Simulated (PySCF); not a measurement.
# C₂H₉N, SMILES `N.CC`: electronic structure

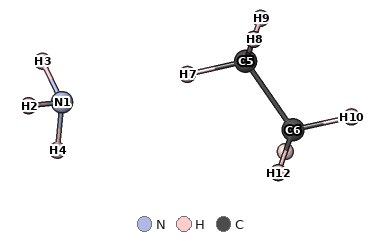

The molecule, with its atoms numbered as below. The pair's geometry is semi-empirical, so its contact may be too short or too long.

Coordinates in Å:

```
N1      -2.3865   -0.1211    0.0097
H2      -2.9040    0.0106    0.8701
H3      -2.8133    0.4633   -0.6988
H4      -2.5036   -1.0859   -0.2752
C5       0.9559    0.7101    0.0037
C6       1.8130   -0.5472    0.0003
H7      -0.1008    0.4528    0.0425
H8       1.1932    1.3295    0.8661
H9       1.1370    1.2955   -0.8954
H10      2.8713   -0.2955   -0.0370
H11      1.5792   -1.1663   -0.8630
H12      1.6333   -1.1334    0.8987
```

### 1. Bonding charge

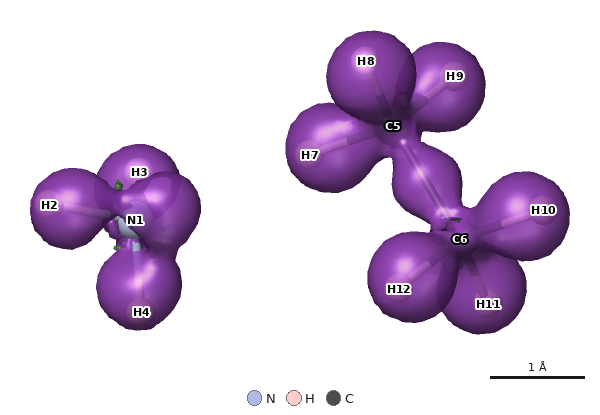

Deformation density (molecule less spherical, spin-averaged free atoms at the same positions), surfaces at ±0.15 e/Å³; purple: gain, green: loss.

Level of theory: PBE/def2-SVPD (PySCF), at a geometry from GFN2-xTB.

Q: Describe the bonding that the map shows.

A: The five largest and four smallest: N1–H2: +0.77 e/Å³ at the bond critical point (bond length 1.01 Å). N1–H4: +0.77 e/Å³ at the bond critical point (bond length 1.01 Å). N1–H3: +0.77 e/Å³ at the bond critical point (bond length 1.01 Å). C5–H7: +0.68 e/Å³ at the bond critical point (bond length 1.09 Å). C6–H12: +0.64 e/Å³ at the bond critical point (bond length 1.09 Å). C6–H10: +0.64 e/Å³ at the bond critical point (bond length 1.09 Å). C5–H8: +0.63 e/Å³ at the bond critical point (bond length 1.09 Å). C5–H9: +0.63 e/Å³ at the bond critical point (bond length 1.09 Å). C5–C6: +0.41 e/Å³ at the bond critical point (bond length 1.52 Å). In all, 2.1 electrons gather in the regions of gain relative to the promolecule.

Q: Where do the Hirshfeld charges lie?

A: The highest Hirshfeld charge is on H3 (+0.10 e), the lowest on N1 (−0.23 e).

| atom | charge (e) |
| --- | --- |
| N1 | −0.23 |
| H2 | +0.10 |
| H3 | +0.10 |
| H4 | +0.10 |
| C5 | −0.11 |
| C6 | −0.10 |
| H7 | +0.01 |
| H8 | +0.03 |
| H9 | +0.03 |
| H10 | +0.03 |
| H11 | +0.03 |
| H12 | +0.03 |

### 2. Bond critical points

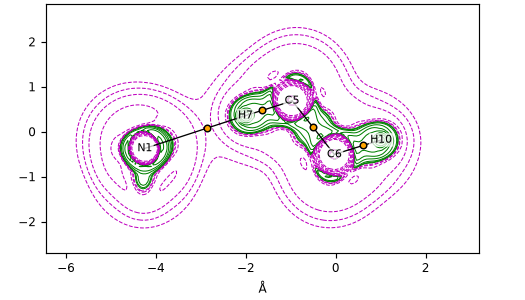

Negative Laplacian of the density (−∇²ρ) in the plane of N1, C5, C6, H7 and H10 (solid green lines positive, dashed magenta lines negative, contours at ±0.02 to ±8 a.u.), with bond paths and bond critical points (dots).

Q: Sort the bonds in the plane by the sign of ∇²ρ at their critical points.

A: Concentrated (∇²ρ < 0): C5–H7 (−1.04 a.u.); C6–H10 (−0.97 a.u.); C5–C6 (−0.52 a.u.). Depleted (∇²ρ > 0): N1–H7 (+0.04 a.u., H = 0.000).

Q: Where along C5–H7 does the critical point lie?

A: 0.70 Å from C5 and 0.39 Å from H7.

### 3. Electrostatic potential

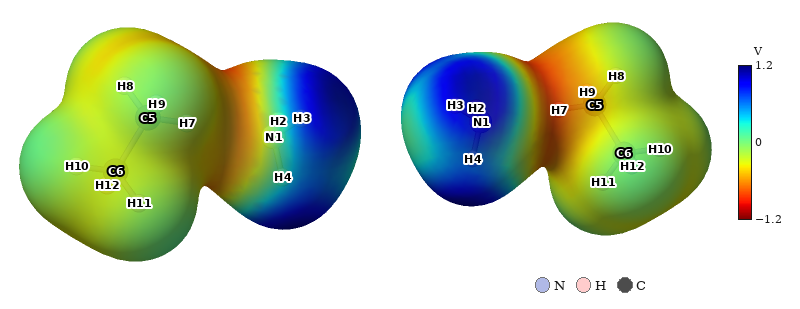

Electrostatic potential on the surface of electron density 0.001 a.u. (back view left, front view right).

Q: Where are the extremes of the potential on the surface?

A: Highest: 1.14 V, 1.3 Å from H3. Further maxima include 0.09 V, 1.4 Å from H11. Lowest: −0.85 V, 1.7 Å from H7. Further minima include −0.63 V, 1.6 Å from H7; −0.35 V, near H10 (1.73 Å), H12 (1.80 Å) and C6 (1.95 Å). The surface is sampled at points, so like sites can differ by a few per cent and only the strongest of them is named.

### 4. Weak contacts

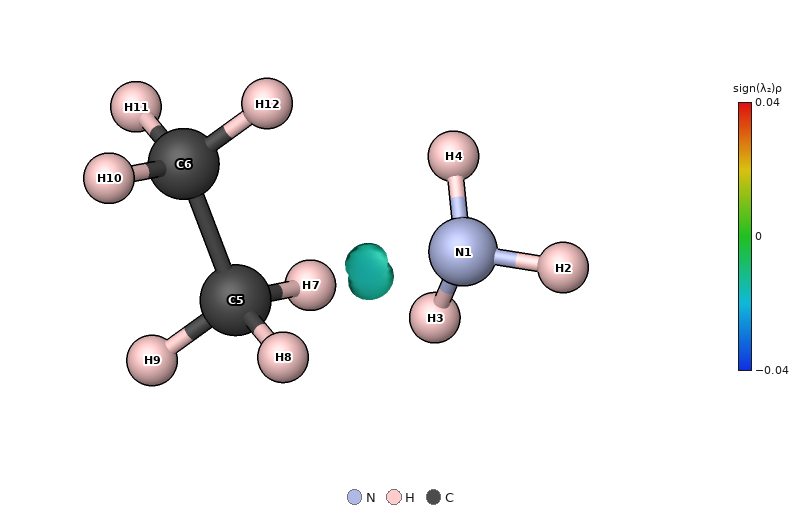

Non-covalent interaction surfaces between the fragments (reduced density gradient s = 0.4, coloured by sign(λ₂)ρ in a.u.; trimmed to the region between the fragments where ρ is under 0.06 a.u.). Fragment A: NH3 (atoms 1–4); fragment B: H6C2.

Computed with PySCF, PBE/def2-SVPD, geometry: GFN2-xTB.

Q: Interpret the surfaces between the fragments.

A: Bond critical points between the fragments: N1···H7, weak C–H hydrogen bond, 2.36 Å, ρ = 0.015 a.u. It appears blue-green. The pose is a local one from a semi-empirical search, not shown to be the most stable.

Q: How strongly are they bound?

A: The counterpoise-corrected interaction energy of the frozen fragments is +0.1 kcal/mol without dispersion correction and −0.5 kcal/mol with D3(BJ). The pair geometry is semi-empirical, not a minimum at this level.
